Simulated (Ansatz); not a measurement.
Consider FH₂InN₂.

```csv
atom,x (Å),y (Å),z (Å)
F,-0.6620,-0.0007,1.7587
In,-0.2368,-1.6526,0.5852
N,0.1189,1.6474,-0.1896
N,0.3491,0.6188,-0.8307
H,-0.2466,1.3069,0.7416
H,0.7170,0.8561,-1.7729
```

Geometry: B3LYP-D3(BJ)/def2-SVP; core potentials replace the inner electrons of In.

Theory: isolated molecule in a Gaussian basis; Kohn-Sham density functional theory, functional PBE0 in Ansatz.

### What will maps of the electron density and electron localisation function show?

N–N (1.23 Å): the density is about 3.3 e/Å³ at the midpoint; the ELF peaks at about 0.85 between the atoms (a covalent bond).
In–F (2.07 Å): ρ at the midpoint is about 0.59 e/Å³; the ELF is about 0.10 at the midpoint.
N–H (1.04 Å): ρ is about 2.9 e/Å³ halfway; the ELF climbs to about 1 towards the hydrogen, as it does in any bond to H: a covalent bond by its length.

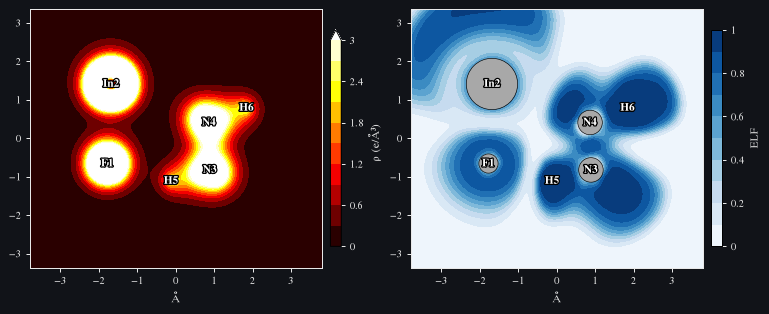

Computed electron density and electron localisation function on the molecular plane, in this order. Grey discs cover the atomic cores in the ELF map. 
